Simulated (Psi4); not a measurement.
# BSiN2H5 (SMILES N[SiH]1BN1) at MP2/6-31G(d) (density fitting, density fitting for correlation, spherical functions, sweep point 3)

Aim: the vertical singlet–triplet gap of BSiN2H5 at MP2/6-31G* (density fitting, density fitting for correlation, spherical functions, sweep point 3), from 2 runs. 

The results are computed with Psi4 1.11.

## 1. The structure to begin with

BSiN2H5: 9 atoms, total charge 0, spin state singlet. As SMILES, `N[SiH]1BN1`. Geometry: relaxed at PBE0-D4/def2-TZVP. This is one conformer, not always the lowest.

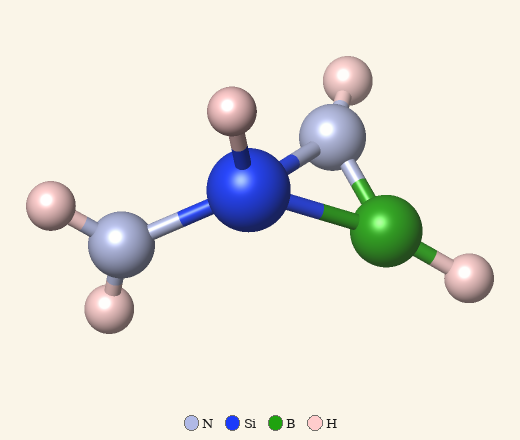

The structure, seen from a chosen angle (nitrogen light blue, silicon blue, boron green, hydrogen pink).

## 2. The energy at MP2/6-31G(d) (density fitting, density fitting for correlation, spherical functions, sweep point 3)

input.dat reads:

```
memory 1600 mb

molecule geom {
  0 1
  N     -0.637800     1.588100     0.218200
  Si     0.258900     0.175500     0.530500
  B     -0.233900    -1.625800     0.110200
  N      0.650500    -0.971600    -0.738400
  H     -0.221300     2.503300     0.212900
  H     -1.561800     1.577300    -0.177300
  H      1.441200     0.620900     1.305200
  H     -0.741300    -2.702400     0.114400
  H      1.134000    -1.211600    -1.592900
  symmetry c1
}

set basis 6-31G*
set reference rhf
set puream true
set scf_type df
set num_frozen_docc 8

e = energy('mp2')
```

Started as:

```bash
$ psi4 input.dat output.dat -n 1
```

output.dat (excerpt; [...] marks lines left out):

```text
[...]
  Running in c1 symmetry.
[...]
  Nuclear repulsion =  149.962674332369971
[...]
  Multiplicity = 1
[...]
  Nalpha       = 19
  Nbeta        = 19
[...]
    Number of basis functions: 70
[...]
   @DF-RHF iter   1:  -425.29388489103587   -6.37824e-01   7.32819e-03 DIIS/ADIIS
[...]
   @DF-RHF iter  12:  -425.42381793202486   -4.26326e-12   5.75311e-09 DIIS
[...]
    Orbital Energies [Eh]
    ---------------------
    Doubly Occupied:
       1A    -68.769284     2A    -15.542387     3A    -15.535036
       4A     -7.585115     5A     -6.124944     6A     -4.232077
       7A     -4.230814     8A     -4.230427     9A     -1.151961
      10A     -1.126906    11A     -0.758945    12A     -0.672285
      13A     -0.654789    14A     -0.593489    15A     -0.527541
      16A     -0.482624    17A     -0.422419    18A     -0.411342
      19A     -0.337690
[...]
  @DF-RHF Final Energy:  -425.42381793202486
   => Energetics <=
    Nuclear Repulsion Energy =            149.9626743323699714
    One-Electron Energy =                -883.9928336917193974
    Two-Electron Energy =                 308.6063414273245940
    Total Energy =                       -425.4238179320248605
[...]
 Multipole Moments:
 ------------------------------------------------------------------------------------
     Multipole            Electronic (a.u.)      Nuclear  (a.u.)        Total (a.u.)
 ------------------------------------------------------------------------------------
 L = 1.  Multiply by 2.5417464519 to convert [e a0] to [Debye]
 Dipole X            :         -0.0147349            0.0213621            0.0066273
 Dipole Y            :         -1.9469754            2.4761916            0.5292162
 Dipole Z            :          0.1435544           -0.6704448           -0.5268904
 Magnitude           :                                                    0.7468113
[...]
```

Run time: 3.6 s. Hardware: 1 thread of Intel Xeon Platinum 8488C (Sapphire Rapids), shared host; peak memory 0.2 GiB.

## 3. The triplet at the same level

input.in reads:

```
memory 1.6 GB

molecule {
  0 3
  N     -0.637800     1.588100     0.218200
  Si     0.258900     0.175500     0.530500
  B     -0.233900    -1.625800     0.110200
  N      0.650500    -0.971600    -0.738400
  H     -0.221300     2.503300     0.212900
  H     -1.561800     1.577300    -0.177300
  H      1.441200     0.620900     1.305200
  H     -0.741300    -2.702400     0.114400
  H      1.134000    -1.211600    -1.592900
  symmetry c1
}

set basis 6-31G*
set reference uhf
set puream true
set scf_type df
set num_frozen_docc 8
set maxiter 100

result, w = energy("mp2", return_wfn=True)
print_variables()
```

Started as:

```bash
$ psi4 input.in input.out -n 1
```

input.out (excerpt; [...] marks lines left out):

```text
[...]
  Running in c1 symmetry.
[...]
  Nuclear repulsion =  149.962674332369971
[...]
  Multiplicity = 3
[...]
  Nalpha       = 20
  Nbeta        = 18
[...]
    Number of basis functions: 70
[...]
   @DF-UHF iter   1:  -425.11360609860543   -4.57545e-01   7.54551e-03 ADIIS/DIIS
[...]
   @DF-UHF iter  20:  -425.26368021756338   -7.73070e-12   8.41278e-09 DIIS
[...]
   @S^2 Observed:                2.014854867E+00
[...]
    Orbital Energies [Eh]
    ---------------------
    Alpha Occupied:
       1A    -68.832055     2A    -15.563576     3A    -15.518714
       4A     -7.572345     5A     -6.184220     6A     -4.295984
       7A     -4.288543     8A     -4.288052     9A     -1.171036
      10A     -1.146137    11A     -0.792033    12A     -0.695838
      13A     -0.678840    14A     -0.598607    15A     -0.559127
      16A     -0.494497    17A     -0.458233    18A     -0.452183
      19A     -0.403745    20A     -0.174598
    Alpha Virtual:
      21A      0.132990    22A      0.178235    23A      0.215498
      24A      0.242379    25A      0.263423    26A      0.269792
[...]
  @DF-UHF Final Energy:  -425.26368021756338
   => Energetics <=
    Nuclear Repulsion Energy =            149.9626743323699714
    One-Electron Energy =                -883.1216717725451417
    Two-Electron Energy =                 307.8953172226118227
    Total Energy =                       -425.2636802175633761
  UHF NO Occupations:
  HONO-2 :   18  A 1.9967584
  HONO-1 :   19  A 1.0000000
  HONO-0 :   20  A 1.0000000
  LUNO+0 :   21  A 0.0032416
  LUNO+1 :   22  A 0.0024764
[...]
 Multipole Moments:
 ------------------------------------------------------------------------------------
     Multipole            Electronic (a.u.)      Nuclear  (a.u.)        Total (a.u.)
 ------------------------------------------------------------------------------------
 L = 1.  Multiply by 2.5417464519 to convert [e a0] to [Debye]
 Dipole X            :         -0.0231405            0.0213621           -0.0017784
 Dipole Y            :         -1.1428084            2.4761916            1.3333831
 Dipole Z            :          0.5417026           -0.6704448           -0.1287421
 Magnitude           :                                                    1.3395851
[...]
```

Wall time 3.9 s (1 thread of Intel Xeon Platinum 8488C (Sapphire Rapids), shared host); peak memory 0.21 GiB.

## 4. Outcome

Level: MP2/6-31G* (density fitting, density fitting for correlation, spherical functions, sweep point 3), 8 core orbitals frozen.

```
                                                           quantity          value
                                              singlet: total energy  -425.90420 Eh
                       singlet: HOMO energy (Hartree–Fock orbitals)       -9.19 eV
                       singlet: LUMO energy (Hartree–Fock orbitals)        4.09 eV
                     singlet: HOMO–LUMO gap (Hartree–Fock orbitals)       13.28 eV
               singlet: correlation energy (8 core orbitals frozen)     -480.4 mEh
                                              triplet: total energy  -425.72863 Eh
triplet: HOMO energy (Hartree–Fock orbitals) (highest over α and β)       -4.75 eV
 triplet: LUMO energy (Hartree–Fock orbitals) (lowest over α and β)       -0.08 eV
               triplet: correlation energy (8 core orbitals frozen)     -464.9 mEh
                         triplet: ⟨S²⟩ of the reference determinant          2.015
                   vertical energy of the triplet above the singlet       4.778 eV
```

**Reading.** At this shape the triplet lies 4.78 eV (461 kJ/mol) above the singlet.
